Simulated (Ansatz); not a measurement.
# U-wB97M-V/STO-3G run of CH2FO (SMILES [O]CF)

Aim: the electronic atomisation energy of CH2FO at U-wB97M-V/STO-3G, from 5 runs. 

Program for the calculation: Ansatz 0.2.0.

56 further runs of the same task are left out: 56 set aside as unsound or not needed.

## 1. The structure to begin with

CH2FO: 5 atoms, total charge 0, spin state doublet. SMILES: `[O]CF`. Geometry: relaxed at PBE0-D4/def2-TZVP.

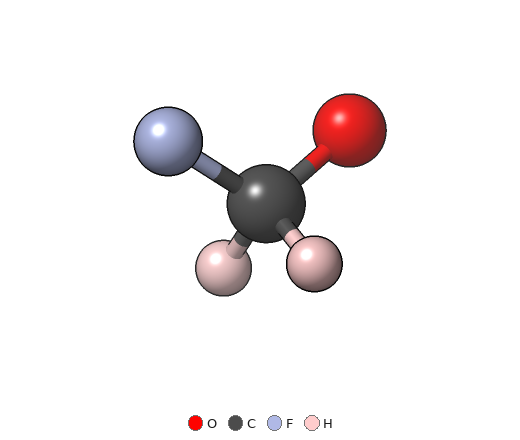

The structure, seen from a chosen angle (oxygen red, carbon dark grey, fluorine light blue, hydrogen pink).

## 2. A single-point energy at U-wB97M-V/STO-3G

The input, molecule.yaml:

```yaml
crystal:
  periodic: [false, false, false]
  atoms:
    - symbol: O
      position_ang: [-1.122700, 0.202700, 0.610000]
    - symbol: C
      position_ang: [-0.009600, -0.012300, -0.033000]
    - symbol: F
      position_ang: [1.105500, -0.174700, 0.757200]
    - symbol: H
      position_ang: [-0.112900, -0.924800, -0.655200]
    - symbol: H
      position_ang: [0.189500, 0.835500, -0.720300]
basis:
  gaussian:
    orbitals: STO-3G
magnetization:
  spin_polarized: true
  initial_magnetization: 1
hamiltonian:
  xc: {name: wB97M-V}
accuracy: high
```

Run with:

```bash
$ ansatz run molecule.yaml --threads 1 --pin off --max-ram 2610MiB --events-out events.jsonl --progress --plain --runs-dir runs
```

The log of the run:

```text
Warning: RAYON_NUM_THREADS=1 ignored (pool sized by the plan → 1); use --threads N
Functional definition: wB97M-V
  name "wB97M-V"
  parameter omega = 0.3/bohr
  parameter cx = 0.15
  parameter cx01 = 1.007
  parameter cx10 = 0.259
  parameter css00 = 0.443
  parameter css04 = -1.437
  parameter css10 = -4.535
  parameter css20 = -3.390
  parameter css43 = 4.278
  parameter cos00 = 1.000
  parameter cos10 = 1.358
  parameter cos20 = 2.924
  parameter cos21 = -8.812
  parameter cos60 = -1.390
  parameter cos61 = 9.142
  parameter b = 6.0
  parameter c = 0.01
  gx(w, u) = 1 - cx + cx01*u + cx10*w
  gss(w, u) = css00 + css04*u^4 + css10*w + css20*w^2 + css43*w^4*u^3
  gos(w, u) = cos00 + cos10*w + (cos20 + cos21*u)*w^2 + (cos60 + cos61*u)*w^6
  exchange = spin_sum(e_x_unif_sr(omega)*gx(b97_w, b97_u_x)) + cx*exact_x_sr(omega) + exact_x_lr(omega)
  correlation = spin_sum(e_c_pw_mod_same_spin*gss(b97_w, b97_u_same))
      + integral(e_c_pw_mod_opposite_spin*gos(b97_w_opposite, b97_u_opposite)) + vv10(b, c)
298 factors; integrals over basis functions are off by at most 3.5e-8 eV
131 factors; integrals over basis functions are off by at most 7.0e-10 eV
mean field evaluation 1: about -5746.4284 eV, gradient 2.2e1 eV
mean field evaluation 2: about -5748.5245 eV, gradient 1.6e1 eV
mean field evaluation 4: about -5749.9732 eV, gradient 1.1e0 eV
mean field evaluation 8: about -5749.9938 eV, gradient 3.7e-2 eV
mean field evaluation 16: about -5749.9938 eV, gradient 1.8e-4 eV
mean field evaluation 32: about -5749.9468 eV, gradient 6.1e-1 eV
mean field -5749.99380947 eV, -211.3083750121 hartree, gradient 3.2e-8 eV, S^2 0.752171; 2 other end points of the search recorded, 0 dependent functions left out
reference -5749.99381109 eV, -211.3083750719 hartree; 13, 12 occupied and 4, 5 virtual orbitals, 298 factors
Total energy: -5749.99381109 eV, -211.3083750719 hartree
```

It took 21 s on 1 thread of Arm Neoverse V2, shared host; peak memory 0.45 GiB.

## 3. The C atom

The input, input.yaml:

```yaml
crystal:
  periodic: [false, false, false]
  atoms:
    - symbol: C
      position_ang: [0.000000, 0.000000, 0.000000]
basis:
  gaussian: {orbitals: STO-3G}
total_charge: 0
magnetization: {spin_polarized: true, initial_magnetization: 2}
hamiltonian: {xc: {name: wB97M-V}}
accuracy: high
```

Run the same way, it converges to -37.34862 Eh (log not shown).

## 4. The F atom at the same level

The input, run.yaml:

```yaml
crystal:
  periodic: [false, false, false]
  atoms:
    - symbol: F
      position_ang: [0.000000, 0.000000, 0.000000]
basis:
  gaussian:
    orbitals: STO-3G
magnetization:
  spin_polarized: true
  initial_magnetization: 1
hamiltonian:
  xc: {name: wB97M-V}
accuracy: high
```

Run the same way, it converges to -98.28239 Eh (log not shown).

## 5. The H atom at the same level

The input, job.yaml:

```yaml
basis:
  gaussian:
    orbitals: STO-3G
crystal:
  periodic: [false, false, false]
  atoms:
    - {symbol: H, position_ang: [0.000000, 0.000000, 0.000000]}
magnetization:
  spin_polarized: true
  initial_magnetization: 1
hamiltonian:
  xc: {name: wB97M-V}
accuracy: high
```

Run with:

```bash
$ ansatz run job.yaml --threads 1 --pin off --max-ram 2610MiB --events-out events.jsonl --progress --plain --runs-dir runs
```

The log of the run, shortened:

```text
Warning: RAYON_NUM_THREADS=1 ignored (pool sized by the plan → 1); use --threads N
[... 2 set-up lines as earlier in the session ...]
[...]
  gx(w, u) = 1 - cx + cx01*u + cx10*w
  gss(w, u) = css00 + css04*u^4 + css10*w + css20*w^2 + css43*w^4*u^3
  gos(w, u) = cos00 + cos10*w + (cos20 + cos21*u)*w^2 + (cos60 + cos61*u)*w^6
[...]
      + integral(e_c_pw_mod_opposite_spin*gos(b97_w_opposite, b97_u_opposite)) + vv10(b, c)
1 factors; integrals over basis functions are off by at most 4.6e-10 eV
1 factors; integrals over basis functions are off by at most 2.9e-10 eV
[...]
mean field -12.42314868 eV, -0.4565422933 hartree, gradient 0.0e0 eV, S^2 0.750000; 0 other end points of the search recorded, 0 dependent functions left out
reference -12.42314998 eV, -0.4565423410 hartree; 1, 0 occupied and 0, 1 virtual orbitals, 1 factors
Total energy: -12.42314998 eV, -0.4565423410 hartree
```

Wall time 0.24 s (1 thread of Arm Neoverse V2, shared host).

## 6. The O atom at the same level

The input, in.yaml:

```yaml
crystal:
  periodic: [false, false, false]
  atoms:
    - symbol: O
      position_ang: [0.000000, 0.000000, 0.000000]
basis:
  gaussian:
    orbitals: STO-3G
magnetization:
  spin_polarized: true
  initial_magnetization: 2
hamiltonian:
  xc: {name: wB97M-V}
accuracy: high
```

Run with:

```bash
$ ansatz run in.yaml --threads 1 --pin off --max-ram 2610MiB --events-out events.jsonl --progress --plain --runs-dir runs
```

The log of the run, shortened:

```text
Warning: RAYON_NUM_THREADS=1 ignored (pool sized by the plan → 1); use --threads N
[... 2 set-up lines as earlier in the session ...]
[...]
  gx(w, u) = 1 - cx + cx01*u + cx10*w
  gss(w, u) = css00 + css04*u^4 + css10*w + css20*w^2 + css43*w^4*u^3
  gos(w, u) = cos00 + cos10*w + (cos20 + cos21*u)*w^2 + (cos60 + cos61*u)*w^6
[...]
      + integral(e_c_pw_mod_opposite_spin*gos(b97_w_opposite, b97_u_opposite)) + vv10(b, c)
15 factors; integrals over basis functions are off by at most 1.1e-9 eV
15 factors; integrals over basis functions are off by at most 3.1e-10 eV
[...]
mean field -2014.77087902 eV, -74.0414641433 hartree, gradient 0.0e0 eV, S^2 2.000000; 0 other end points of the search recorded, 0 dependent functions left out
reference -2014.77087952 eV, -74.0414641616 hartree; 5, 3 occupied and 0, 2 virtual orbitals, 15 factors
Total energy: -2014.77087952 eV, -74.0414641616 hartree
```

It took 0.98 s on 1 thread of Arm Neoverse V2, shared host; peak memory 0.15 GiB.

## 7. What came out

At U-wB97M-V/STO-3G:

```
                     quantity          value
       molecule: total energy  -211.30838 Eh
               molecule: ⟨S²⟩          0.752
         C atom: total energy   -37.34862 Eh
                 C atom: ⟨S²⟩          2.000
         F atom: total energy   -98.28239 Eh
                 F atom: ⟨S²⟩          0.750
         H atom: total energy    -0.45654 Eh
                 H atom: ⟨S²⟩          0.750
         O atom: total energy   -74.04146 Eh
                 O atom: ⟨S²⟩          2.000
electronic atomisation energy      19.669 eV
```

What this shows: Taking the molecule apart into free atoms costs 19.67 eV (1898 kJ/mol), before zero-point energy and without spin-orbit coupling. In a minimal basis such a difference can be off by several eV, whatever the method.
